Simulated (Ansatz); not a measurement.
# H2OSSn: relaxed scan of one distance

The task is a relaxed scan of one distance, for H2OSSn. SMILES: [OH][Sn][SH].

Computed with the Python package of Ansatz 0.2.0. Level of theory: PBE0/def2-SVP.

## 1. The system

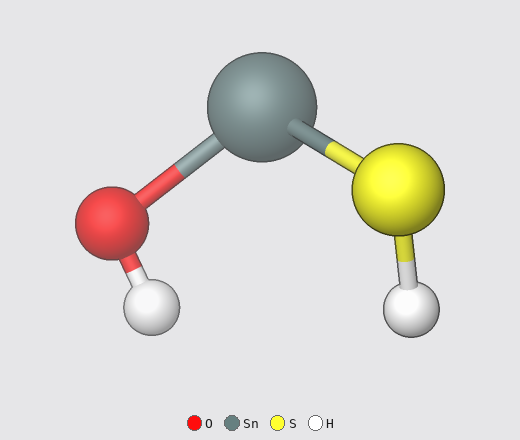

The starting structure, viewed from a chosen angle; oxygen red, tin teal, sulfur yellow, hydrogen white.

No structure file is read: the coordinates are typed or built in the script.

## 2. Script

The input, run_relaxed_scan.py:

```python
"""Relaxed scan of one distance in H2OSSn."""

import ansatz as az
import numpy as np

geometry_ang = [
    ("O", (-1.4182, -1.0149, 0.1819)),
    ("Sn", (-0.8443, 0.6135, -0.8388)),
    ("S", (1.0807, 1.5352, 0.2318)),
    ("H", (-0.5826, -1.5183, 0.276)),
    ("H", (1.8144, 0.3109, 0.1077)),
]
molecule = az.Crystal.molecule()
for symbol, xyz in geometry_ang:
    molecule = molecule.atom(symbol, xyz)

calc = (
    molecule.calculation()
    .basis(gaussian="def2-SVP")
    .functional("PBE0")
)
symbols = [site.symbol for site in molecule.cartesian_sites]
pairs = [(0, 1), (0, 3), (1, 2), (2, 4)]
print("held (A)   E (eV)        ", "  ".join(f"{symbols[i]}{i}-{symbols[j]}{j}" for i, j in pairs))
for length in [1.32, 1.43, 1.55, 1.72, 1.93]:
    data = calc.relax(constraints=[az.DistanceConstraint((2, 4), at=length)], force_tolerance=0.02, max_steps=60).run().report
    xyz = np.array(data["positions_ang"])
    print(f"{length:6.2f} {data['free_energy_ev']:14.5f}  ", "  ".join(f"{np.linalg.norm(xyz[i] - xyz[j]):.3f}" for i, j in pairs))
```

## 3. Running it

The run is started by

```bash
$ python run_relaxed_scan.py
```

Log:

```text
held (A)   E (eV)         O0-Sn1  O0-H3  Sn1-S2  S2-H4
DeckWarning: relax.constraints: the input's atoms, or those drawn, lie off the distances that are held; a relaxation that starts there is brought onto them ahead of its first SCF, by positions alone, an atom by 5.63e-2 Å at the most. With the symmetry detection on, the symmetry is detected on the input's atoms as so brought (as typed, where only the drawn atoms reach the distances), and notices that speak of the structure as typed mean those atoms
  1.32   -18736.95764   1.997  0.964  2.478  1.320
  1.43   -18736.90041   1.996  0.964  2.478  1.430
  1.55   -18736.59591   1.995  0.964  2.479  1.550
  1.72   -18735.96807   1.995  0.965  2.477  1.720
  1.93   -18735.12018   1.994  0.965  2.473  1.930
```

(Warnings from the package without file and line, repeats left out.)

Wall time 2.9 min (1 thread of Arm Neoverse V1, shared host); peak memory 0.19 GiB.

## 4. The engine's runs

One row for each of the 5 runs:

```tsv
run	distance (Å)	energy from run 1 (eV)	SCF cycles in all	CPU time (s)
1	1.32	0.0000	106	35
2	1.43	0.0572	113	38
3	1.55	0.3617	99	30
4	1.72	0.9896	106	33
5	1.93	1.8375	118	39
```

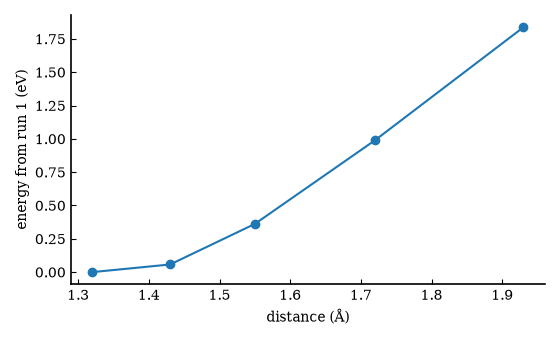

Energy against distance; lines join the points.

## 5. Path of the relaxation of run 1

Step by step:

```
step  E - E(step 1) (eV)  largest force component (eV/Å)
   1              0.0000                          1.7079
   2             -0.2804                          1.2238
   3             -0.2671                          2.8637
   4             -0.3903                          0.9140
   5             -0.4632                          0.6256
   6             -0.5055                          0.3350
   7             -0.5113                          0.2584
   8             -0.5136                          0.1998
   9             -0.5147                          0.0729
  10             -0.5150                          0.0313
  11             -0.5150                          0.0024
```

Step 1 is the start. Step 3 was tried and not accepted.

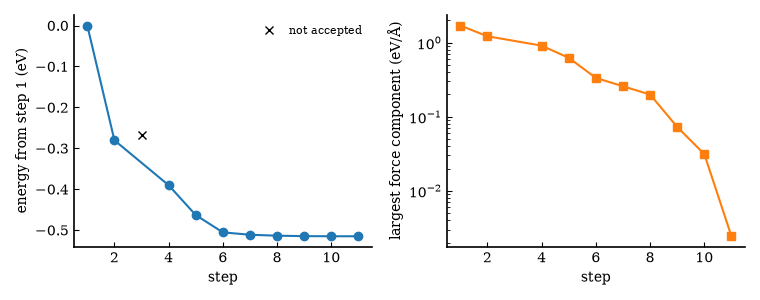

Energy and largest force along the relaxation.

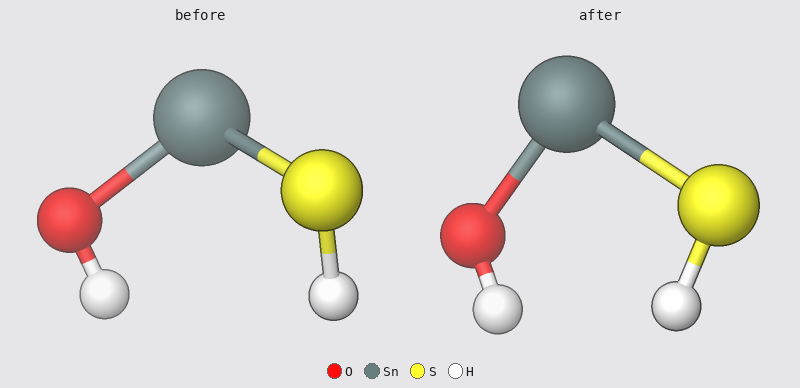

The structure before (left) and after (right) the relaxation, drawn at the same scale.

Before: Bond lengths: O1–Sn2 2.006 Å, Sn2–S3 2.388 Å, O1–H4 0.980 Å, S3–H5 1.433 Å. Angles: O1–Sn2–S3 108.4°, Sn2–O1–H4 102.8°, Sn2–S3–H5 92.5°.

After: Bond lengths: O1–Sn2 1.997 Å, Sn2–S3 2.478 Å, O1–H4 0.964 Å, S3–H5 1.320 Å. Angles: O1–Sn2–S3 98.8°, Sn2–O1–H4 118.4°, Sn2–S3–H5 95.5°.

## 6. Path of the relaxation of run 5

Step by step:

| step | energy from step 1 (eV) | largest force component (eV/Å) |
| --- | --- | --- |
| 1 | 0.0000 | 1.6536 |
| 2 | -0.2803 | 1.0515 |
| 3 | -0.4057 | 1.2522 |
| 4 | -0.4167 | 1.7146 |
| 5 | -0.4843 | 0.5801 |
| 6 | -0.5086 | 0.4345 |
| 7 | -0.5344 | 0.6521 |
| 8 | -0.5641 | 0.0660 |
| 9 | -0.5685 | 0.0516 |
| 10 | -0.5696 | 0.1830 |
| 11 | -0.5697 | 0.1535 |
| 12 | -0.5698 | 0.0629 |
| 13 | -0.5702 | 0.0082 |

Step 1 is the start.

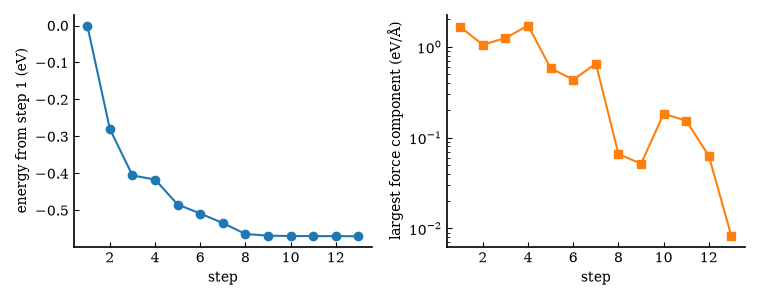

Energy and largest force along the relaxation.

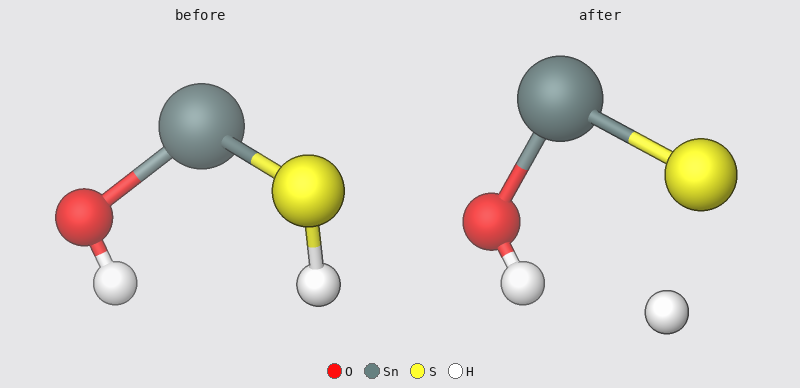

Before and after, at one scale.

Before: Bond lengths: O1–Sn2 2.006 Å, Sn2–S3 2.388 Å, O1–H4 0.980 Å, S3–H5 1.433 Å. Angles: O1–Sn2–S3 108.4°, Sn2–O1–H4 102.8°, Sn2–S3–H5 92.5°.

After: Bond lengths: O1–Sn2 1.994 Å, Sn2–S3 2.473 Å, O1–H4 0.965 Å. Angles: O1–Sn2–S3 99.6°, Sn2–O1–H4 114.9°.

## 7. What came out

| quantity | value |
| --- | --- |
| runs compared | 5 |
| range of energy | 1.837 eV |
| lowest point, distance (Å) | 1.32 |

What this shows: The lowest point is at the first value of the scan; the highest lies 1.837 eV above it. The distance scanned is the script's pair 2, 4. Run 1: After 9 moves the largest shift is 0.467 Å, of atom 5 (H). Run 5: After 12 moves the largest shift is 0.623 Å, of atom 5 (H). Caveats:
- The energies are electronic: no zero-point or thermal terms, and the basis set is short of its limit.
- def2 sets replace the cores of elements past krypton by effective core potentials.
